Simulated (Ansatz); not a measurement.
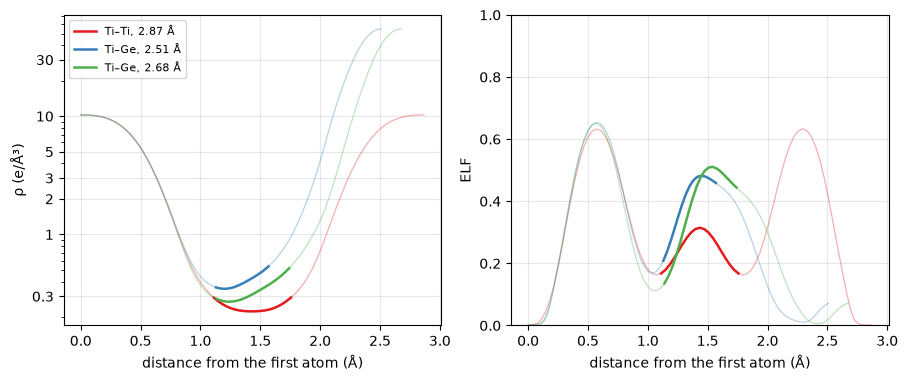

The picture shows: Ti₄Ge₃. Valence electron density and electron localisation function along straight lines between neighbouring atoms. Thin, pale parts lie inside the atomic spheres.

Space group I-43d; a generated structure, not necessarily the stable one; changed on purpose from its base cell (volume × 0.91, shape and atoms relaxed); computed pressure about 14 GPa in this cell; computed without spin polarisation.

Method: DFT PBE, scalar-relativistic, plane waves, PAW in Ansatz.

The density is the valence pseudo-density of a PAW calculation; it isn't the true density close to the nuclei.

### What can be read from the curves?

Ti–Ti (2.87 Å): ρ is about 0.22 e/Å³ halfway; the ELF is about 0.30 at the midpoint.
Ti–Ge (2.51 Å): ρ is about 0.35 e/Å³ halfway; the ELF is about 0.35 at the midpoint.
Ti–Ge (2.68 Å): the density is about 0.28 e/Å³ at the midpoint; the ELF is about 0.35 at the midpoint.
